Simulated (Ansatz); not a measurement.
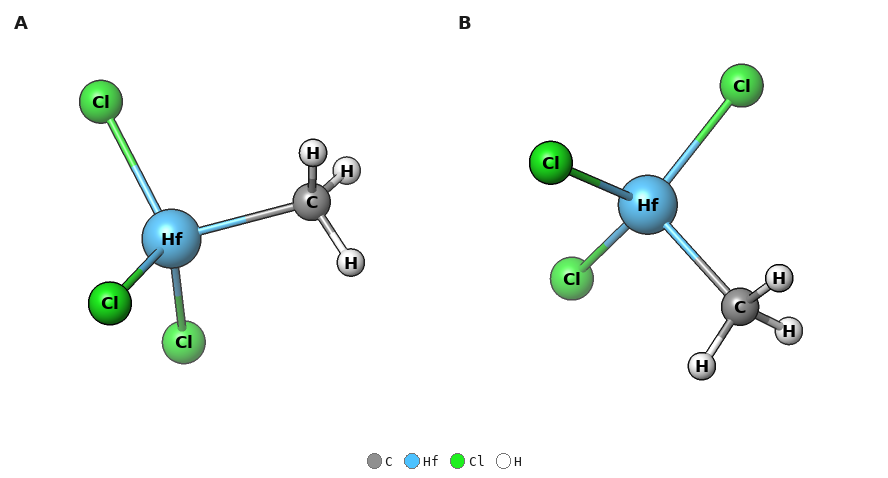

Distant atoms are faded towards the background colour. The species is neutral and a spin singlet. The geometry was computed by an optimisation with PBE0-D4/def2-TZVP.

> How are A and B related: the same structure turned, mirror images, conformers, diastereomers or constitutional isomers?

They are the same structure, CH3Cl3Hf ([CH3][Hf]([Cl])([Cl])[Cl]), seen from two directions. With point group C3v it is achiral, so its mirror image would be the same too.
